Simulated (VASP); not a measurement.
Given:

```
CELL_PARAMETERS angstrom
      1.73559     1.00204     4.51417
     -1.73559     1.00204     4.51417
      0.00000    -2.00409     4.51417
ATOMIC_POSITIONS crystal
  Mg 0.00000 0.00000 0.00000
  Sn 0.50000 0.50000 0.50000
```

These are PBEsol GGA, VASP's PBE PAW potentials (set 64) (plane waves; VASP) values and carry that method's errors. Settings: 400 eV cut-off, 14×14×14 Γ-centred mesh, tetrahedra with Blöchl corrections, potentials Mg Sn_d.

Unless said otherwise, spin-orbit coupling is left out, though it shifts the bands of the heavy elements here.

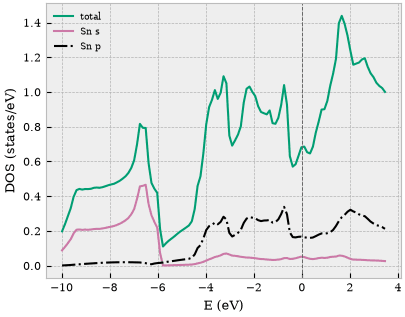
Figure. Total and projected density of states, zero at the Fermi level

Within 2 eV below the Fermi level the largest weight inside VASP's projection spheres is Sn p.

It has no gap at this level: it comes out as a metal or semimetal.

The structure comes from a computed database's MgSn entry (R-3m); how it stands against other phases isn't given here. It was relaxed first.
